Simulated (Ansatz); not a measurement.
Start from Al2O3 in the corundum structure (space group R-3c, No. 167; a = 4.729 Å, c = 12.892 Å (hexagonal axes)). Axes: x lies along a and z along c of the hexagonal cell.

Perturbation: the cell is stretched by 3.00 % along x with no lateral relaxation, atoms relaxed at fixed cell.

Method: LDA/PAW in Ansatz (a quantum-chemistry and plane-wave program), no spin-orbit coupling.

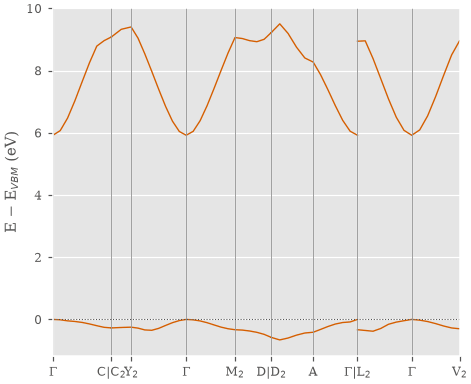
Highest valence and lowest conduction band along the path of the changed cell's own zone

The gap is 5.92 eV, direct at Γ; the base has 6.43 eV.

The cells carry an imposed strain or load. Stability against distortions was not tested. k-point labels follow each cell's own Brillouin zone.
